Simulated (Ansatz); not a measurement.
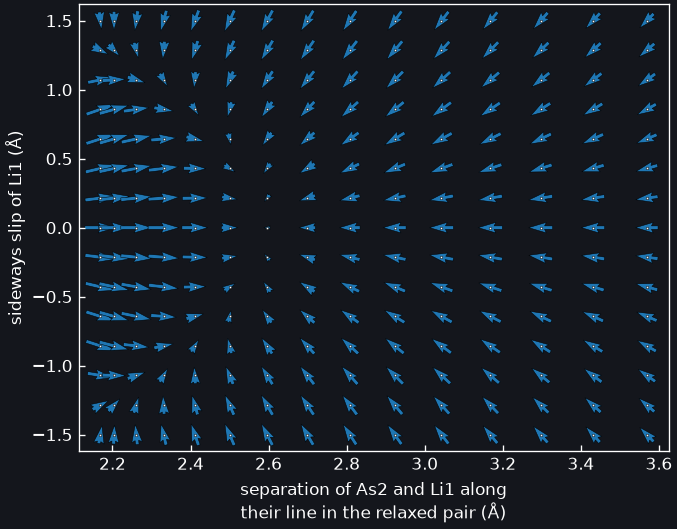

AsH3Li, charge +1. Coordinates scanned: (1) separation of As2 and Li1 along their line in the relaxed pair; (2) sideways slip of Li1. Nothing is relaxed (both partners rigid). Grid: 15 × 15 points. Points are written as (first, second). Method: RHF-MP2, frozen core/def2-TZVPD in Ansatz 0.2.0.

The picture shows dots at the grid points, arrows along the force (downhill), their lengths compressed.

> The arrows alone are given. Where is the energy lowest?

The arrows converge at about (2.582 Å, 0.000 Å) (read from the interpolated surface).

The energy map of the same scan:

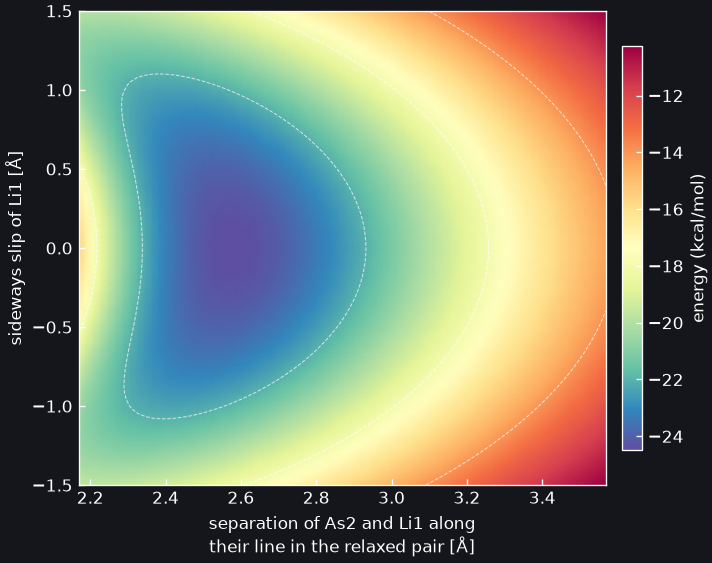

Energies are in kcal/mol, from the ion and the molecule far apart, frozen as in the relaxed pair, each in its own basis (no counterpoise correction); between grid points the surface is interpolated.
